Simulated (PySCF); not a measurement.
**C$_{3}$H$_{8}$NOSi (SMILES C/N=[C]\[SiH2]OC) (doublet): density, localisation and related maps**

The calculation's input:

```
{"job": {"kind": "epr", "basis": "pcH-1"}, "charge": 0, "multiplicity": 2}
C      2.953471    -0.125530    -0.115954
N      1.767497     0.415364    -0.698567
C      0.584586     0.159335    -0.687539
Si    -0.739368    -0.987261    -0.046301
O     -1.840200    -0.102292     0.754944
C     -2.553630     1.011318     0.322934
H      2.740987    -0.971313     0.546775
H      3.450479     0.667601     0.443214
H      3.615286    -0.445175    -0.921318
H     -0.484615    -1.954961     1.018634
H     -1.244250    -1.594836    -1.282802
H     -3.050487     1.453818     1.188250
H     -3.308832     0.720967    -0.413169
H     -1.891603     1.752492    -0.131267
```

Run with:

```sh
OMP_NUM_THREADS=1 python probes_run.py task.json out
```

Geometry: GFN2-xTB.

Computed with UKS B3LYP, pcH-1 on C H N O Si, non-relativistic, mean-field spin-orbit, GIAO (PySCF 2.14.0, density-fitted response routines).

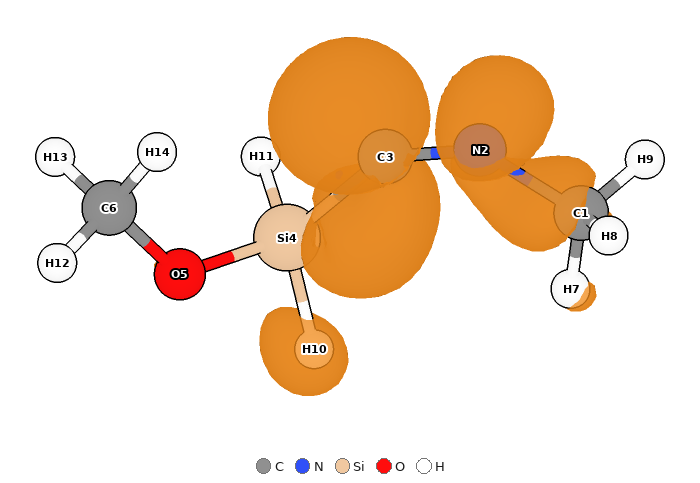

Figure 1. Isosurfaces of the spin density at +0.02 (orange) and −0.02 e/Å³ (purple), seen from one side.

Question: Describe the spin distribution.

Answer: The unpaired spin (1 electron) lies mostly on C3 (about 0.5), N2 (about 0.2) and Si4 (about 0.2), in electrons by Hirshfeld's partition.

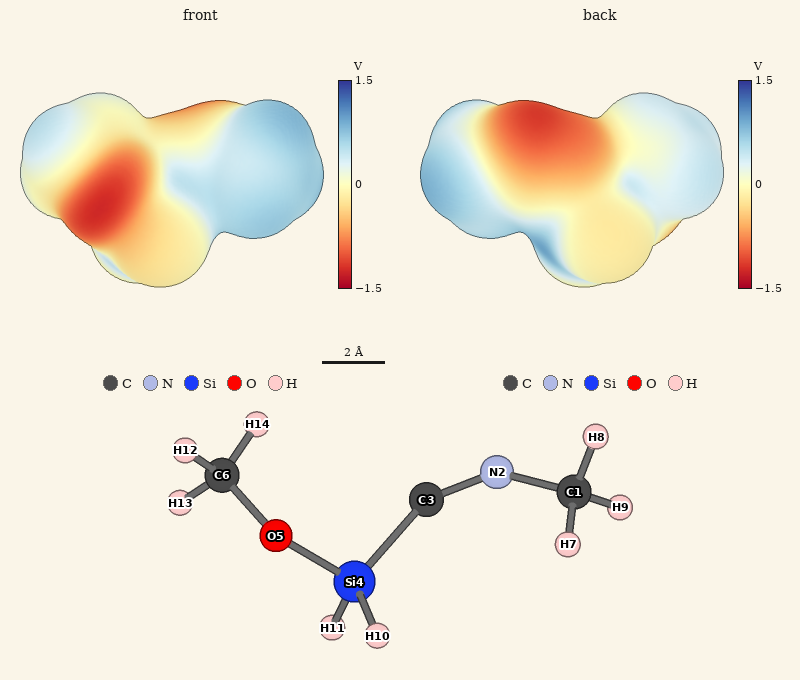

Figure 2. The electrostatic potential painted on the density surface at 0.001 e/bohr³, seen from the front and from behind; the colour scale runs from red (negative) to blue (positive). The bare structure is drawn below in the same view.

Question: Describe the electrostatic potential map.

Answer: The most negative region (about −1.2 V, or −28 kcal/mol for a unit charge) lies over O5, the most positive (about +0.8 V, or +18 kcal/mol for a unit charge) over Si4, H8 and H9. O5 is the likeliest acceptor of a hydrogen bond.

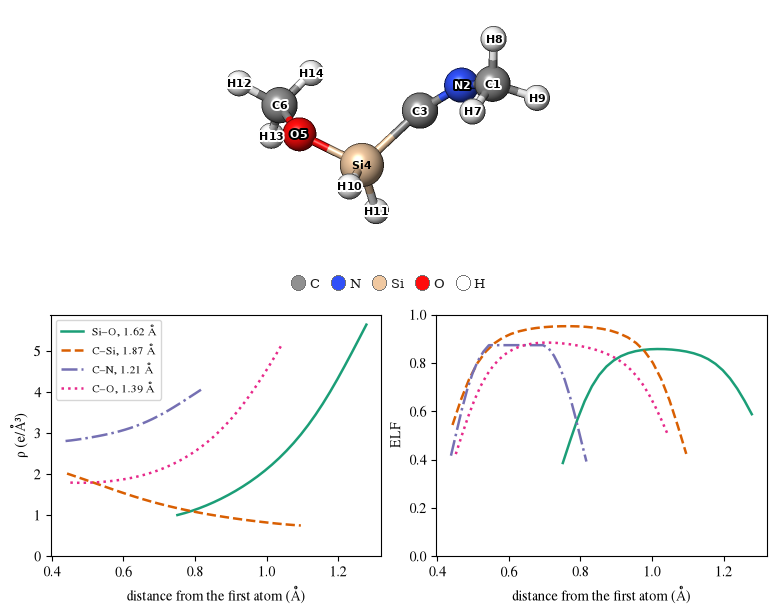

Figure 3. Total electron density and electron localisation function along straight lines between neighbouring atoms. The curves leave out the atomic cores. The structure is drawn too.

Question: What kind of bonding do the profiles show?

Answer: Si–O (1.62 Å): the density is about 1.2 e/Å³ at the midpoint; the ELF peaks at about 0.85 between the atoms (a short, strongly polar bond).
C–Si (1.87 Å): ρ at the midpoint is about 0.89 e/Å³; the ELF peaks at about 0.95 between the atoms (a covalent bond).
C–N (1.21 Å): ρ is about 3.1 e/Å³ halfway; the ELF peaks at about 0.85 between the atoms: a multiple bond.
C–O (1.39 Å): ρ at the midpoint is about 2.1 e/Å³, with its minimum of 1.8 e/Å³ about 0.5 Å from C; the ELF peaks at about 0.90 between the atoms, as expected for a polar covalent bond.
